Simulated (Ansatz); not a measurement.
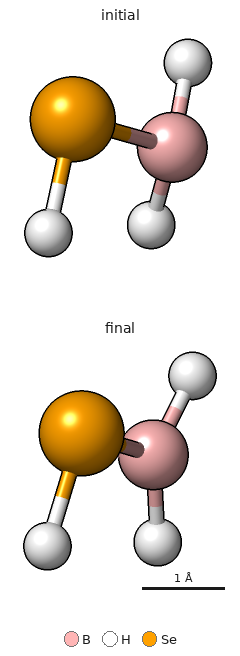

The structure of BH₃Se before (top) and after (bottom) a relaxation, at one scale.

The picture is a ball-and-stick view, seen from a free direction.

It is one of the separated products of a reaction.

All numbers below come from Ansatz 0.2.0, RKS PBE0-D4/def2-TZVP.

Input
```yaml
crystal:
  periodic: [false, false, false]
  atoms:
    - {symbol: B, position_ang: [-0.734997, 0.286335, -0.767616]}
    - {symbol: H, position_ang: [-1.845863, 0.370420, -0.329816]}
    - {symbol: H, position_ang: [-0.482622, -0.673478, -1.449829]}
    - {symbol: Se, position_ang: [-0.013856, 1.936889, -1.680016]}
    - {symbol: H, position_ang: [-0.691992, 2.932236, -0.838388]}
basis:
  gaussian: {orbitals: def2-TZVP}
hamiltonian: {xc: pbe0, dispersion: d4}
relax: {f_tol: 0.005, max_steps: 200}
```

Launched with:
```bash
ansatz run in.yaml --threads 8 --pin off --events-out ev --progress --plain --max-ram 19148MiB
```

Summarise the run.

The atom that moves furthest after the best rigid fit is B1 (0.25 Å). Largest moves by element: B 0.25 Å, H 0.14 Å, Se 0.11 Å. Near-neighbour distances that change, for instance: B1–Se4 2.019 → 1.899 Å, B1–H2 1.197 → 1.189 Å. Among the angles between lasting bonds that change: H3–B1–Se4 108.7° → 115.7°, H2–B1–H3 117.2° → 123.2°, H2–B1–Se4 116.1° → 121.0°. The energy falls by 13.3 kcal/mol in 6 geometry steps. Largest force component: 2.9 eV/Å at the start, 0.00074 eV/Å at the end. The run took 2.5 s on 8 threads of Intel Xeon 6975P-C, with other jobs on the host.
